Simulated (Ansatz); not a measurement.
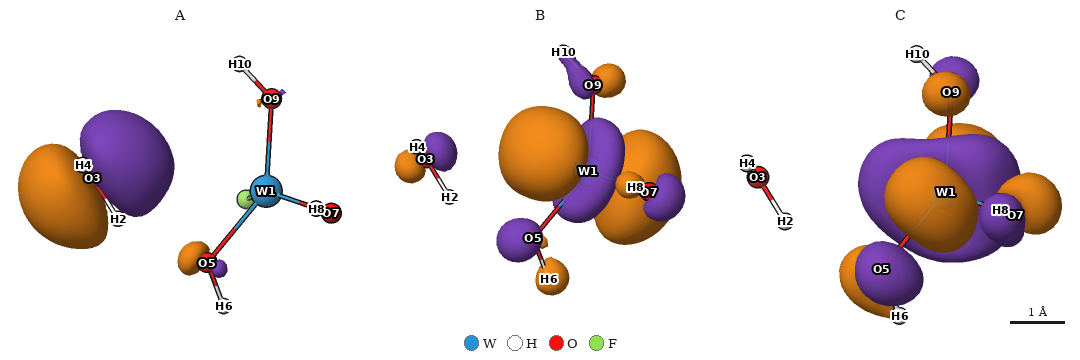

Figure. FH3O3W···H2O. Three frontier orbitals at ±0.1 Å⁻³ᐟ² (orange and purple are the two phases), in no order.

Core potentials replace the inner electrons of W.

Computed with Ansatz 0.2.0, RKS B3LYP/def2-SVP.

```xyz
11

W    -0.6763   -0.2688   -0.4442
H     1.8568    0.7445    0.8802
O     2.4527    0.0051    1.0874
H     2.2577   -0.1690    2.0187
O     0.0076    1.3524    0.3008
H    -0.2417    2.1464   -0.2189
O    -2.4613    0.0295    0.0808
H    -2.5933    0.0336    1.0520
O    -0.5824   -2.1164   -0.2292
H    -0.0052   -2.6948    0.2863
F     0.4726   -0.1407   -1.9192
```

Order the three orbitals by energy and name them.

A is the HOMO−1 (−7.90 eV). By Hirshfeld shares it lies mainly on O3 (about 85 %); largely a lone pair of O3. B is the HOMO (−5.31 eV). Its weight (Hirshfeld) is mainly on W1 (about 80 %). C is the LUMO (−2.06 eV). Its weight (Hirshfeld) is mainly on W1 (about 70 %), O5 (about 10 %) and F11 (about 10 %).

What is the HOMO–LUMO gap?

3.25 eV between the orbital energies.
